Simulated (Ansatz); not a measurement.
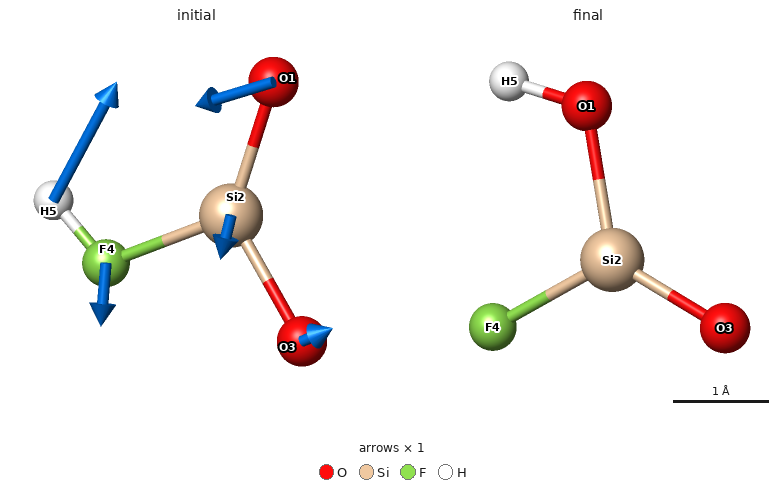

The structure of SiHO$_{2}$F before (left) and after (right) a relaxation, at one scale. The blue arrows give the displacements, at their true length.

The picture is a ball-and-stick view, seen at a tilt.

It is one of the separated reactants of a reaction.

All numbers below come from RKS PBE-D4/def2-SVP (Ansatz 0.2.0). Set-up: force threshold 0.03 eV/Å; at most 250 steps.

> Describe what moved and what it gained.

The largest move after the best rigid fit is that of H5, 1.48 Å. By element the largest moves are H 1.48 Å, O 0.99 Å, F 0.68 Å, Si 0.49 Å. Among the contacts that change: O1–H5 2.967 → 0.975 Å, F4–H5 0.910 → 2.597 Å, O1–Si2 1.506 → 1.645 Å, Si2–O3 1.567 → 1.536 Å. New bonds form, among them: O1–H5 (2.97 → 0.98 Å). Bonds break, among them: F4–H5 (0.91 → 2.60 Å). Among the angles between lasting bonds that change: O1–Si2–F4 129.1° → 105.9°, O3–Si2–F4 104.2° → 126.4°. After 19 accepted moves (20 points after the start) the energy has fallen by 4.714 eV. The largest force component goes from 8.7 to 0.022 eV/Å. The line search rejected the trial step at point 11 of the run. The run took 22 s on 2 threads of Intel Xeon Platinum 8259CL @ 2.50GHz, on a shared host.
